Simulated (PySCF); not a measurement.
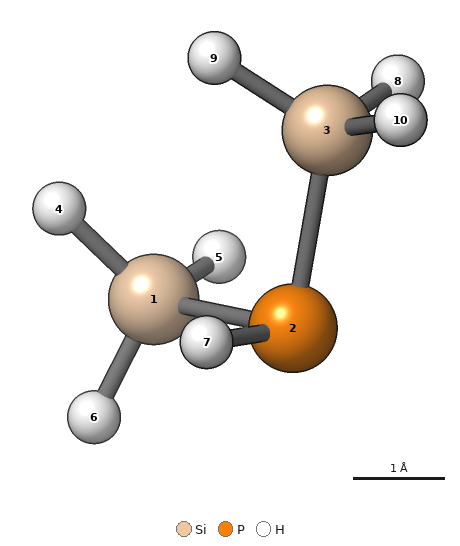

*The structure (ball-and-stick view, seen at a tilt; atoms are numbered from 1 in the order of the input).*

## Si₂PH₇: NMR shielding calculation

System: Si₂PH₇, SMILES [SiH3]P[SiH3].
Method: GIAO PBE0/pcSseg-2 NMR shielding, non-relativistic, gas phase (PySCF 2.14.0).

The geometry comes from this level: PBE0-D3(BJ)/def2-SVP. Figures and captions count atoms from 1; the log counts them from 0 in places.

## The program's output
```
coarse grid: 9216 points
cycle   1  E = -924.1937905829  dE = -2.633e-01  |g| = 1.874e-01  |ddm| = 2.227e+00
cycle   2  E = -924.1968545756  dE = -3.064e-03  |g| = 1.191e-01  |ddm| = 2.656e-01
cycle   3  E = -924.1999224886  dE = -3.068e-03  |g| = 4.033e-02  |ddm| = 1.612e-01
cycle   4  E = -924.2003556219  dE = -4.331e-04  |g| = 5.032e-03  |ddm| = 4.591e-02
cycle   5  E = -924.2003619673  dE = -6.345e-06  |g| = 1.436e-03  |ddm| = 7.781e-03
final grid: 73384 points
cycle   6  E = -924.2119312484  dE = -2.962e-05  |g| = 2.160e-03  |ddm| = 1.642e-02
cycle   7  E = -924.2119315074  dE = -2.590e-07  |g| = 1.238e-03  |ddm| = 2.644e-03
cycle   8  E = -924.2119317788  dE = -2.713e-07  |g| = 2.964e-04  |ddm| = 1.325e-03
cycle   9  E = -924.2119318032  dE = -2.442e-08  |g| = 7.316e-05  |ddm| = 3.691e-04
cycle  10  E = -924.2119318047  dE = -1.514e-09  |g| = 1.058e-05  |ddm| = 8.696e-05
cycle  11  E = -924.2119318047  dE = -3.661e-11  |g| = 3.248e-06  |ddm| = 1.606e-05
```

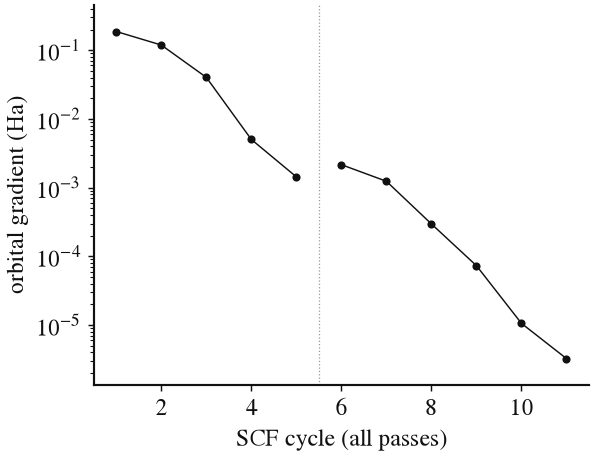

*Convergence of the self-consistent field: orbital gradient against the SCF cycle. The dotted line marks the change from a coarse to the final integration grid.*

The first 5 cycles use a coarse grid, the final grid takes over at cycle 6, and the field converges after 11 cycles in all.

```
converged SCF energy = -924.2119318047

GIAO shielding tensors (ppm)
atom      isotropic    diamagn.    paramagn.     s11        s22        s33       span
  0 Si     412.995     879.340    -466.345    371.713    412.542    454.730     83.017
  1 P      631.625     967.760    -336.136    576.341    587.091    731.441    155.100
  2 Si     412.967     879.359    -466.393    371.809    412.449    454.643     82.834
  3 H       27.051      29.436      -2.385     23.600     25.360     32.193      8.593
  4 H       27.205      29.240      -2.034     24.198     25.059     32.360      8.162
  5 H       26.933      28.419      -1.487     23.389     24.753     32.656      9.267
  6 H       30.190      30.130       0.061     24.946     26.603     39.023     14.077
  7 H       27.205      29.257      -2.052     24.199     25.069     32.348      8.149
  8 H       27.050      29.453      -2.403     23.598     25.350     32.201      8.603
  9 H       26.931      28.439      -1.508     23.382     24.755     32.657      9.275
```

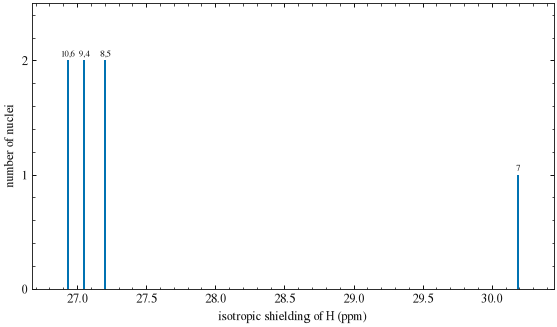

*Isotropic shieldings of the hydrogen nuclei in this fixed geometry, labelled by atom number; shielding grows to the right, so chemical shift grows to the left.*

The least shielded is H10 (26.9 ppm), the most shielded H7 (30.2 ppm).

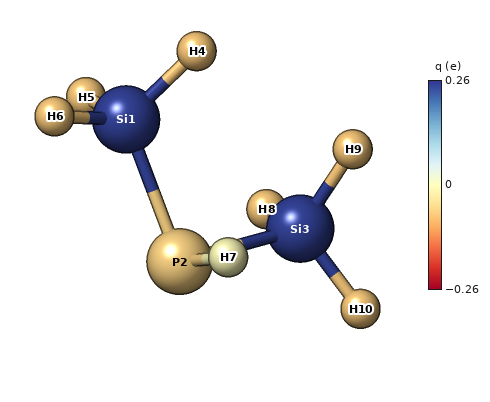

*Hirshfeld charges, as the colour of each atom (ball-and-stick view, seen at a tilt; atoms are numbered from 1 in the order of the input).*

By element: Si +0.25, P −0.06 and H −0.07 to −0.01 e.

This output came from the following input.

## The input
```
{"job": {"kind": "nmr", "xc": "PBE0", "basis": "pcSseg-2"}, "charge": 0, "multiplicity": 1}
Si     1.678983     0.280399     0.149354
P      0.175974    -1.361864    -0.262793
Si    -1.671699    -0.111196     0.124085
H      1.352361     1.573505    -0.528036
H      1.700031     0.501267     1.626362
H      3.026226    -0.179512    -0.300834
H      0.160830    -1.161988    -1.679307
H     -1.762092     0.109374     1.598606
H     -1.645658     1.217779    -0.561901
H     -2.869403    -0.876115    -0.334128
```

The first line tells a small driver script what to run in PySCF; the rest is the geometry in Å.

Launch command:
```bash
OMP_NUM_THREADS=1 python <driver script> task.json out
```

## Key numbers

| quantity | value |
| --- | --- |
| outcome | converged |
| total energy | −924.211932 hartree |
| HOMO | −7.49 eV |
| LUMO | −0.16 eV |
| dipole moment | 0.76 D |
| isotropic shielding, Si | 413.0 ppm |
| isotropic shielding, P | 631.6 ppm |
| isotropic shielding, H | 26.9 to 30.2 ppm |
| hardware | 1 CPU thread, shared host |
| wall time | 20 s |
| peak memory | 0.87 GiB |
